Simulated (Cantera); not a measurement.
Input: 1 mol SiHCl3, 0.84 mol C2H4, a varied amount of H2, held at 2100 °C and 72.0 Torr.

Cantera equilibrium calculation (NASA polynomials, part measured and part estimated; ideal gas, pure solids and liquids). Candidate condensed phases: C, C6H6, C7H8, C8H18, Si, SiC; 109 gas species. The tables' values for SiCl are old estimates; treat these amounts as uncertain. Gases not in the tables: Si2H6 and higher silanes. Equilibrium is a limit: real reactors are often held back by kinetics, nucleation or transport.

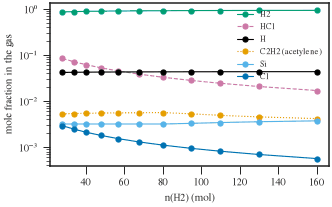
Equilibrium gas composition (values under 1e-9 drawn at 1e-9)

Problem. Read off the mole fractions at 68 mol H2.

Solution. H2 about 0.91, H about 0.043, HCl about 0.038, C2H2 (acetylene) about 0.0056, Si about 0.0032, Cl about 0.0013.
